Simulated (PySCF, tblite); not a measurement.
# C4H7FOSi: geometry, infrared bands and NMR shifts

Aim: predict the infrared bands and NMR shifts of C4H7FOSi (`C=CC(=O)[Si@@H](C)F`).

Programs: tblite 0.8.0 and PySCF 2.14.0, with density-fitted response routines of our own. Each step states its level of theory. These are calculated values for one molecule in the gas phase, unless marked as measured. Atoms count from 0, in the outputs and in this text.

## (1) The molecule as given

14 atoms, charge 0, multiplicity 1; geometry from: force field or distance geometry start.

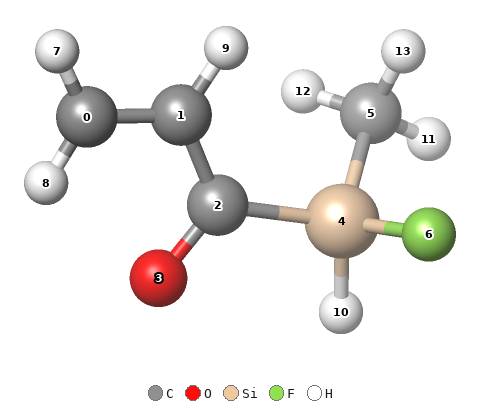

The starting geometry (carbon grey, oxygen red, silicon light orange, fluorine green, hydrogen white), atoms numbered.

## (2) Geometry optimisation with GFN2-xTB

Job settings and geometry (Å):

```
{"job": {"kind": "relax", "xc": "GFN2-xTB", "basis": "xTB"}, "charge": 0, "multiplicity": 1}
C      2.643200    -0.615200    -0.226500
C      1.373100    -0.455700     0.210200
C      0.617800     0.603400    -0.407900
O      1.196000     1.288800    -1.320000
Si    -1.108200     1.020600     0.011600
C     -2.099800    -0.568800     0.045900
F     -1.288800     1.851100     1.446700
H      3.243000    -1.387700     0.221500
H      2.996300     0.029400    -0.989300
H      0.968500    -1.100100     1.006200
H     -1.636000     1.875100    -1.097500
H     -3.147300    -0.272400    -0.131100
H     -1.692600    -1.228600    -0.711700
H     -2.066000    -1.040400     1.061300
```

On the command line:

```console
OMP_NUM_THREADS=1 python probes_run.py task.json out
```

This one command runs all jobs of the session in turn.

**Question.** This job is followed by: GFN2-xTB harmonic vibrations, gas phase; GIAO PBE0/pcSseg-1 NMR shielding, non-relativistic, gas phase. What will the session give for the following? strongest single infrared mode (GFN2-xTB); zero-point energy (GFN2-xTB); ¹³C shifts against TMS (PBE0/pcSseg-1); ¹H shifts against TMS (PBE0/pcSseg-1, means over atoms taken as alike); ¹⁷O shifts against H2O (PBE0/pcSseg-1); ²⁹Si shifts against TMS (PBE0/pcSseg-1); ¹⁹F shifts against CFCl3 (PBE0/pcSseg-1); surface potential, least and greatest.

The runs gave:

| quantity | value |
| --- | --- |
| strongest single infrared mode (GFN2-xTB) | 2338 cm⁻¹, 247 km/mol |
| zero-point energy (GFN2-xTB) | 61.2 kcal/mol |
| ¹³C shifts against TMS (PBE0/pcSseg-1) | 235.1, 139.3, 133.6, -2.1 ppm |
| ¹H shifts against TMS (PBE0/pcSseg-1, means over atoms taken as alike) | 7.43, 6.64, 5.89, 4.97, 0.43 ppm |
| ¹⁷O shifts against H2O (PBE0/pcSseg-1) | 803.7 ppm |
| ²⁹Si shifts against TMS (PBE0/pcSseg-1) | -9.0 ppm |
| ¹⁹F shifts against CFCl3 (PBE0/pcSseg-1) | -209.2 ppm |
| surface potential, least and greatest | -1.47 V and 1.28 V |

In words: Relaxing lowered the energy by 0.581 eV in 144 steps; the close pair that moved most is C2–Si4, from 1.825 to 1.925 Å. All 36 modes are real, so the xTB geometry is a minimum. The strongest single mode, at 2338 cm⁻¹, moves mainly H10. Unscaled tight-binding wavenumbers are off by several per cent, some by more. Its intensities can rank the bands wrongly. The most deshielded hydrogen is H9 (hydrogen on an α carbon of a C=C–C=O unit), at 7.43 ppm: attached to an sp2 carbon and in the plane of the double bond. At PBE0/pcSseg-1: The widest tensor belongs to O3: span 1784 ppm, with a paramagnetic part of -869 ppm. By nearest atom (PBE0/pcSseg-1), the HOMO sits on O3 53 %; C2 15 % and the LUMO on C2 28 %; O3 22 %.
